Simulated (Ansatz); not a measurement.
Formation energy of the bound charge states of P on the Si site in beta Si3N4 (start: the Si(2,4-fold) site; 84-site cell, 2×2×2 shifted sampling) against the Fermi level, N-rich (Δμ(Si) = -2.47 eV, Δμ(P) = -0.69 eV, bounded by P3N5 (C2/c); only phases computed here count, gases as isolated molecules at 0 K). Computed with PBE, PAW (plane waves to 420 eV; Ansatz, a program for electronic structure).

Cell and caveats: 84-site cell; 2×2×2 shifted k-points; host gap 4.25 eV; charged states image-corrected; not converged in cell size; flagged in the runs: a host whose relaxation on this sampling wasn't shown to rest, a strain field that reaches the edge of the cell.

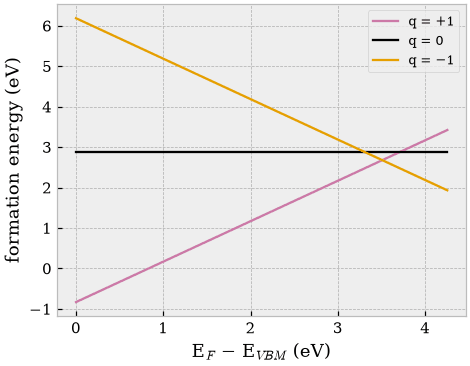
Fig. 1. Formation energy of each charge state against the Fermi level

Crossings of the lowest lines: (+1/−1) at 3.51 eV. At the valence-band maximum: q = +1: -0.83 eV; q = 0: 2.88 eV; q = −1: 6.18 eV.
